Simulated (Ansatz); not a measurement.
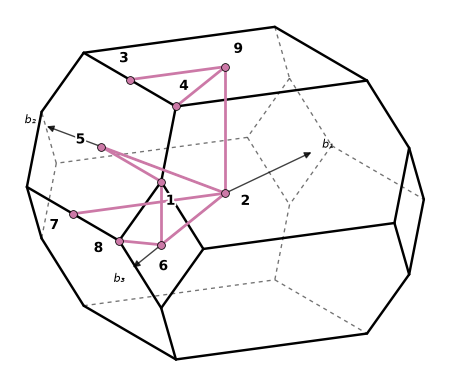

For MgSi3, the end point of a relaxation with Ansatz 0.2.0, DFT PBEsol, scalar-relativistic, plane waves, PAW; the starting structure was generated, so it need not be a known form of this composition: the first Brillouin zone of a body-centred tetragonal lattice (tI; extended symbol tI2) is drawn with its special points numbered. Symmetry computed with spglib at a tolerance of 0.002 Å; standard conventional cell.

a = 3.902 Å, b = 3.902 Å, c = 8.151 Å, α = 90.00°, β = 90.00°, γ = 90.00°.

Labels and path follow the convention of Hinuma et al. (2017), as computed by seekpath; the arrows show the directions of the reciprocal primitive vectors b₁, b₂, b₃, in which coordinates are given.

> Give the label and coordinates of each numbered point.

```tsv
no.	label	coordinates
1	P	(1/4, 1/4, 1/4)
2	Γ	(0, 0, 0)
3	S	(0.307, 0.693, −0.307)
4	G	(1/2, 1/2, −0.115)
5	N	(0, 1/2, 0)
6	X	(0, 0, 1/2)
7	S₀	(−0.307, 0.307, 0.307)
8	R	(−0.115, 0.115, 1/2)
9	M	(1/2, 1/2, −1/2)
```
